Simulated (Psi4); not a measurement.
**Single-point calculation of AlH$_{3}$Cl (charge −1)**

The run: single-point calculation of AlH$_{3}$Cl, charge −1, multiplicity 3, SMILES [AlH3-][Cl]. Method and program: wB97M-V/def2-TZVPPD, UKS (Psi4 1.11).

The geometry is that of the parent species in another charge or spin state. The geometry comes from this level: GFN2-xTB.

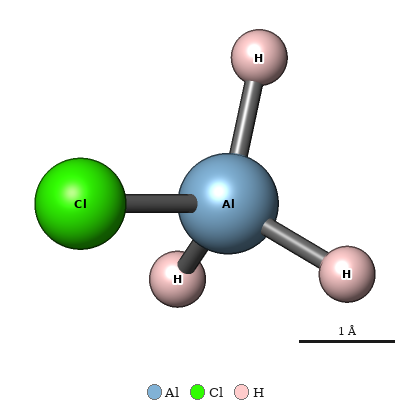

**Figure 1.** The structure (ball-and-stick view, seen at a tilt). Sticks mark near contacts. Bond lengths as drawn: Al–Cl 2.10 Å and Al–H 1.61 Å.

## Key numbers

| quantity | value |
| --- | --- |
| outcome | converged |
| total energy | −704.289690 hartree |
| basis functions | 150 |
| ⟨S²⟩ | 2.009 |
| hardware | 1 thread of Intel Xeon (Granite Rapids), 12 GiB of memory available, shared host |
| wall time | 4.7 min |
| peak memory | 1.2 GiB |

## Remarks

The record of the run, not the program, notes: unbound anion.

## Input (alclh3.py)
```python
import psi4

psi4.set_memory(1600000000)
psi4.set_num_threads(1)
psi4.core.set_output_file('run.log', False)

mol = psi4.geometry("""
-1 3
Al     0.109160    -0.000440    -0.082500
Cl    -1.562720    -0.002110     1.184250
H      0.226090     1.478490    -0.704190
H     -0.160190    -1.106410    -1.218300
H      1.387660    -0.369540     0.820730
symmetry c1
""")

psi4.set_options({
    'basis': 'def2-TZVPPD',
    'reference': 'uks',
    'puream': True,
    'scf_type': 'pk',
    'dft_radial_points': 99,
    'dft_spherical_points': 590,
    'maxiter': 150,
})

energy_value, wavefunction = psi4.energy('wb97m-v', molecule=mol, return_wfn=True)
print(f'wb97m-v energy: {energy_value:.10f} Eh')
for k, v in sorted(psi4.core.scalar_variables().items()):
    print(f'{k:45s} {v:18.10f}')
```

Run as:
```bash
python alclh3.py
```

## Output
```
=> Loading Basis Set <=

    Name: DEF2-TZVPPD
    Role: ORBITAL
    Keyword: BASIS

         ---------------------------------------------------------
                                   SCF
                              UKS Reference
                        1 Threads,   1525 MiB Core
         ---------------------------------------------------------

  ==> Geometry <==

    Molecular point group: c1
    Full point group: C1

    Geometry (in Angstrom), charge = -1, multiplicity = 3:

       Center              X                  Y                   Z               Mass
    ------------   -----------------  -----------------  -----------------  -----------------
         AL           0.882336808115     0.000838918514    -0.668512618851    26.981538530000
         CL          -0.789543191885    -0.000831081486     0.598237381149    34.968852682000
         H            0.999266808115     1.479768918514    -1.290202618851     1.007825032230
         H            0.612986808115    -1.105131081486    -1.804312618851     1.007825032230
         H            2.160836808115    -0.368261081486     0.234717381149     1.007825032230

  Running in c1 symmetry.

  Rotational constants: A =      2.35793  B =      0.21480  C =      0.21479 [cm^-1]
  Rotational constants: A =  70688.82004  B =   6439.55870  C =   6439.22236 [MHz]
  Nuclear repulsion =   78.196689782907086

  Charge       = -1
  Multiplicity = 3
  Electrons    = 34
  Nalpha       = 18
  Nbeta        = 16

  ==> Algorithm <==

  SCF Algorithm Type is PK.
  DIIS enabled.
  MOM disabled.
  Fractional occupation disabled.
  Guess Type is SAD.
  Energy threshold   = 1.00e-06
  Density threshold  = 1.00e-06
  Integral threshold = 1.00e-12

  ==> Primary Basis <==

  Basis Set: DEF2-TZVPPD
    Blend: DEF2-TZVPPD
    Number of shells: 54
    Number of basis functions: 150
    Number of Cartesian functions: 167
    Spherical Harmonics?: true
    Max angular momentum: 3

  ==> DFT Potential <==

   => LibXC <=

    Version 7.1.2

   => Composite Functional: WB97M-V <=

    wB97M-V Hyb-GGA Exchange-Correlation Functional

    Deriv               =              1
    GGA                 =           TRUE
    Meta                =           TRUE

    Exchange Hybrid     =           TRUE
    MP2 Hybrid          =          FALSE

   => Exchange-Correlation Functionals <=

    1.0000   wB97M-V exchange-correlation functional

   => Exact (HF) Exchange <=

    0.8500            HF,LR [omega = 0.3000]
    0.1500               HF

   => LibXC Density Thresholds  <==

    XC_HYB_MGGA_XC_WB97M_V:  1.00E-13

   => VV10 Non-Local Parameters <=

    VV10 B              =     6.0000E+00
    VV10 C              =     1.0000E-02

   => Molecular Quadrature <=

    Radial Scheme          =       TREUTLER
    Pruning Scheme         =           NONE
    Nuclear Scheme         =       TREUTLER

    Blocking Scheme        =         OCTREE
    BS radius alpha        =              1
    Pruning alpha          =              1
    Radial Points          =             99
    Spherical Points       =            590
    Total Points           =         281895
    Total Blocks           =           2101
    Max Points             =            256
    Max Functions          =            149
    Weights Tolerance      =       1.00E-15

  ==> Integral Setup <==

  Using integral reordering PK algorithm.
  Sizing the integral batches needed.
  Building batch lookup table.
   Calculation information:
      Number of atoms:                   5
      Number of AO shells:              54
      Number of primitives:             86
      Number of atomic orbitals:       167
      Number of basis functions:       150

      Integral cutoff                 1.00e-12
      Number of threads:                 1

	Batch   1 pq = [       0,   11325] index = [             0,64133475] size =     64133475
  Task number: 3
  Buffer size: 30375000
  Buffer per thread: 2
  We computed 1127466 shell quartets total.
  Whereas there are 1103355 unique shell quartets.
     2.19 percent of shell quartets recomputed by reordering.

  Computing range-separated integrals for PK
  wK Task number: 2
  wK Buffer size: 60750000
  wK Buffer per thread: 2
  We computed 1085657 wK shell quartets total.
  Whereas there are 1103355 wK unique shell quartets.

  ==> DiskJK: Disk-Based J/K Matrices <==

    J tasked:                  Yes
    K tasked:                  Yes
    wK tasked:                 Yes
    Omega:               3.000E-01
    Memory [MiB]:             1029
    Schwarz Cutoff:          1E-12

  Cached 4.6% of DFT collocation blocks in 0.110 [GiB].

  Minimum eigenvalue in the overlap matrix is 6.4845334950E-04.
  Reciprocal condition number of the overlap matrix is 9.1750708701E-05.
    Using symmetric orthogonalization.

  ==> Pre-Iterations <==

  SCF Guess: Superposition of Atomic Densities via on-the-fly atomic UHF (no occupation information).

   -------------------------
    Irrep   Nso     Nmo
   -------------------------
     A        150     150
   -------------------------
    Total     150     150
   -------------------------

  ==> Iterations <==

                        Total Energy        Delta E     RMS |[F,P]|

   @UKS iter SAD:  -703.90017573706655   -7.03900e+02   0.00000e+00
   @UKS iter   1:  -704.20276918657862   -3.02593e-01   2.44318e-03 ADIIS/DIIS
   @UKS iter   2:  -704.26059042475083   -5.78212e-02   1.53745e-03 ADIIS/DIIS
   @UKS iter   3:  -704.27926166116458   -1.86712e-02   1.95774e-04 ADIIS/DIIS
   @UKS iter   4:  -704.28109043662232   -1.82878e-03   9.78482e-05 DIIS
   @UKS iter   5:  -704.28244340697279   -1.35297e-03   7.26540e-05 DIIS
   @UKS iter   6:  -704.28317995796795   -7.36551e-04   4.95103e-05 DIIS
   @UKS iter   7:  -704.28426559678496   -1.08564e-03   4.65367e-05 DIIS
   @UKS iter   8:  -704.28501043653398   -7.44840e-04   4.31587e-05 DIIS
   @UKS iter   9:  -704.28638382129225   -1.37338e-03   3.81193e-05 DIIS
   @UKS iter  10:  -704.28715097670249   -7.67155e-04   3.61909e-05 DIIS
   @UKS iter  11:  -704.28827735226787   -1.12638e-03   3.63338e-05 DIIS
   @UKS iter  12:  -704.28845546806042   -1.78116e-04   2.97255e-05 DIIS
   @UKS iter  13:  -704.28934649862674   -8.91031e-04   4.04499e-05 DIIS
   @UKS iter  14:  -704.28935018511231   -3.68649e-06   3.68813e-05 DIIS
   @UKS iter  15:  -704.28926206475353    8.81204e-05   2.41912e-05 DIIS
   @UKS iter  16:  -704.28957752218309   -3.15457e-04   2.56415e-05 DIIS
   @UKS iter  17:  -704.28961357477374   -3.60526e-05   1.93409e-05 DIIS
   @UKS iter  18:  -704.28963771350561   -2.41387e-05   6.97646e-06 DIIS
   @UKS iter  19:  -704.28964169757080   -3.98407e-06   5.33171e-06 DIIS
   @UKS iter  20:  -704.28964652749301   -4.82992e-06   4.22463e-06 DIIS
   @UKS iter  21:  -704.28965023513126   -3.70764e-06   3.26070e-06 DIIS
   @UKS iter  22:  -704.28965486786205   -4.63273e-06   3.12051e-06 DIIS
   @UKS iter  23:  -704.28966012555247   -5.25769e-06   2.73839e-06 DIIS
   @UKS iter  24:  -704.28966442981698   -4.30426e-06   2.51524e-06 DIIS
   @UKS iter  25:  -704.28967302793569   -8.59812e-06   2.18191e-06 DIIS
   @UKS iter  26:  -704.28968238554683   -9.35761e-06   1.68085e-06 DIIS
   @UKS iter  27:  -704.28968660802195   -4.22248e-06   1.20136e-06 DIIS
   @UKS iter  28:  -704.28968950537626   -2.89735e-06   7.90155e-07 DIIS
   @UKS iter  29:  -704.28969020179295   -6.96417e-07   3.88871e-07 DIIS
  Energy and wave function converged.

  ==> Post-Iterations <==

   Electrons on quadrature grid:
      Nalpha   =   18.0000172231 ; deviation = 1.722e-05
      Nbeta    =   15.9999998802 ; deviation = -1.198e-07
      Ntotal   =   34.0000171032 ; deviation = 1.710e-05

   @Spin Contamination Metric:   9.410283716E-03
   @S^2 Expected:                2.000000000E+00
   @S^2 Observed:                2.009410284E+00
   @S   Expected:                1.000000000E+00
   @S   Observed:                1.000000000E+00

    Orbital Energies [Eh]
    ---------------------

    Alpha Occupied:

       1A   -101.732827     2A    -56.173928     3A     -9.506538
       4A     -7.208993     5A     -7.205912     6A     -7.203435
       7A     -4.160547     8A     -2.676266     9A     -2.673907
      10A     -2.671450    11A     -0.804662    12A     -0.451904
      13A     -0.352678    14A     -0.322125    15A     -0.315902
      16A     -0.288817    17A     -0.258750    18A      0.046404

    Alpha Virtual:

      19A      0.133104    20A      0.160273    21A      0.162231
      22A      0.167073    23A      0.186896    24A      0.188005
      25A      0.198702    26A      0.205925    27A      0.241702
      28A      0.250638    29A      0.251973    30A      0.265207
      31A      0.294142    32A      0.308350    33A      0.309847
      34A      0.329858    35A      0.335829    36A      0.345524
      37A      0.348847    38A      0.375841    39A      0.381940
      40A      0.387787    41A      0.432298    42A      0.441709
      43A      0.443787    44A      0.457346    45A      0.459232
      46A      0.481656    47A      0.498791    48A      0.504280
      49A      0.541363    50A      0.550957    51A      0.558886
      52A      0.617595    53A      0.638112    54A      0.657026
      55A      0.698451    56A      0.714252    57A      0.724470
      58A      0.752646    59A      0.774949    60A      0.780292
      61A      0.793618    62A      0.795991    63A      0.836073
      64A      0.851782    65A      0.926215    66A      0.928591
      67A      0.980839    68A      0.995479    69A      1.023653
      70A      1.028671    71A      1.034408    72A      1.042057
      73A      1.045139    74A      1.118191    75A      1.225076
      76A      1.254689    77A      1.259585    78A      1.317256
      79A      1.320461    80A      1.329970    81A      1.364730
      82A      1.374189    83A      1.384107    84A      1.455851
      85A      1.531893    86A      1.642492    87A      1.676036
      88A      2.135357    89A      2.135985    90A      2.175828
      91A      2.185339    92A      2.198785    93A      2.312979
      94A      2.314510    95A      2.373258    96A      2.381521
      97A      2.387971    98A      2.391145    99A      2.504328
     100A      2.532480   101A      2.548584   102A      2.580788
     103A      2.594212   104A      2.642710   105A      2.805409
     106A      2.936189   107A      2.938424   108A      2.987645
     109A      3.270688   110A      3.293009   111A      3.306802
     112A      3.342775   113A      3.348636   114A      3.398580
     115A      3.457231   116A      3.481154   117A      3.509697
     118A      3.541664   119A      3.549096   120A      3.582311
     121A      3.633879   122A      3.635592   123A      3.670210
     124A      3.784201   125A      3.812554   126A      3.970572
     127A      3.995070   128A      4.064823   129A      4.078206
     130A      4.159150   131A      4.182765   132A      4.355758
     133A      4.405469   134A      4.436809   135A      4.443936
     136A      4.589472   137A      4.640078   138A      8.396122
     139A      8.396430   140A      8.432986   141A      8.457536
     142A      8.463833   143A      8.726939   144A      9.836709
     145A      9.838905   146A      9.845251   147A     11.128746
     148A     11.138424   149A     11.515801   150A     25.328995

    Beta Occupied:

       1A   -101.730892     2A    -56.173309     3A     -9.504813
       4A     -7.204750     5A     -7.202896     6A     -7.202226
       7A     -4.159769     8A     -2.673867     9A     -2.672752
      10A     -2.671288    11A     -0.795158    12A     -0.413265
      13A     -0.307658    14A     -0.307370    15A     -0.288800
      16A     -0.236299

    Beta Virtual:

      17A     -0.045226    18A      0.166686    19A      0.170807
      20A      0.197354    21A      0.201467    22A      0.206241
      23A      0.217776    24A      0.219957    25A      0.239881
      26A      0.241058    27A      0.278906    28A      0.288110
      29A      0.289780    30A      0.310038    31A      0.336300
      32A      0.339464    33A      0.350667    34A      0.358547
      35A      0.365150    36A      0.366873    37A      0.395371
      38A      0.398503    39A      0.399742    40A      0.404712
      41A      0.467798    42A      0.472973    43A      0.474014
      44A      0.483595    45A      0.487008    46A      0.521743
      47A      0.526550    48A      0.526857    49A      0.578235
      50A      0.582688    51A      0.597076    52A      0.641676
      53A      0.667065    54A      0.673805    55A      0.730451
      56A      0.733278    57A      0.746622    58A      0.791949
      59A      0.799004    60A      0.801475    61A      0.811567
      62A      0.811779    63A      0.858979    64A      0.864919
      65A      0.951447    66A      0.956028    67A      1.009641
      68A      1.010334    69A      1.039201    70A      1.044059
      71A      1.044270    72A      1.059428    73A      1.061645
      74A      1.141828    75A      1.232693    76A      1.272423
      77A      1.274548    78A      1.335870    79A      1.338627
      80A      1.344077    81A      1.381986    82A      1.385437
      83A      1.391311    84A      1.472106    85A      1.559206
      86A      1.681751    87A      1.695839    88A      2.150541
      89A      2.151103    90A      2.191252    91A      2.191541
      92A      2.208015    93A      2.325252    94A      2.327142
      95A      2.388593    96A      2.389185    97A      2.398129
      98A      2.398620    99A      2.509182   100A      2.551870
     101A      2.553639   102A      2.601639   103A      2.604472
     104A      2.654329   105A      2.982210   106A      2.987560
     107A      2.994853   108A      3.011085   109A      3.351280
     110A      3.352632   111A      3.357711   112A      3.408005
     113A      3.411143   114A      3.474362   115A      3.531926
     116A      3.532707   117A      3.592683   118A      3.593817
     119A      3.623583   120A      3.659222   121A      3.700654
     122A      3.709235   123A      3.730514   124A      3.854736
     125A      3.864331   126A      4.095455   127A      4.102959
     128A      4.147115   129A      4.149198   130A      4.238477
     131A      4.244322   132A      4.462899   133A      4.466146
     134A      4.477618   135A      4.524987   136A      4.692129
     137A      4.711285   138A      8.399826   139A      8.399922
     140A      8.435899   141A      8.461108   142A      8.464625
     143A      8.731759   144A      9.838089   145A      9.844765
     146A      9.846184   147A     11.138963   148A     11.140234
     149A     11.518500   150A     25.332501

    Final Occupation by Irrep:
              A
    DOCC [    16 ]
    SOCC [     2 ]
    NA   [    18 ]
    NB   [    16 ]

  @UKS Final Energy:  -704.28969020179295

   => Energetics <=

    Nuclear Repulsion Energy =             78.1966897829070859
    One-Electron Energy =               -1134.5919351030372582
    Two-Electron Energy =                 388.5804376550774464
    DFT Exchange-Correlation Energy =     -36.6142789549602341
    Empirical Dispersion Energy =           0.0000000000000000
    VV10 Nonlocal Energy =                  0.1393964182200206
    Total Energy =                       -704.2896902017929506

  UHF NO Occupations:
  HONO-2 :   16  A 1.9965237
  HONO-1 :   17  A 1.0000000
  HONO-0 :   18  A 1.0000000
  LUNO+0 :   19  A 0.0034763
  LUNO+1 :   20  A 0.0006110
  LUNO+2 :   21  A 0.0005713
  LUNO+3 :   22  A 0.0000309

Computation Completed

Properties will be evaluated at   0.000000,   0.000000,   0.000000 [a0]

Properties computed using the SCF density matrix

 Multipole Moments:

 ------------------------------------------------------------------------------------
     Multipole            Electronic (a.u.)      Nuclear  (a.u.)        Total (a.u.)
 ------------------------------------------------------------------------------------

 L = 1.  Multiply by 2.5417464519 to convert [e a0] to [Debye]
 Dipole X            :         -3.2284644            3.4416347            0.2131703
 Dipole Y            :         -0.2052044            0.0059608           -0.1992436
 Dipole Z            :          2.5171996           -2.6086279           -0.0914282
 Magnitude           :                                                    0.3057756

 ------------------------------------------------------------------------------------

	total time  =        284 seconds =       4.73 minutes
```
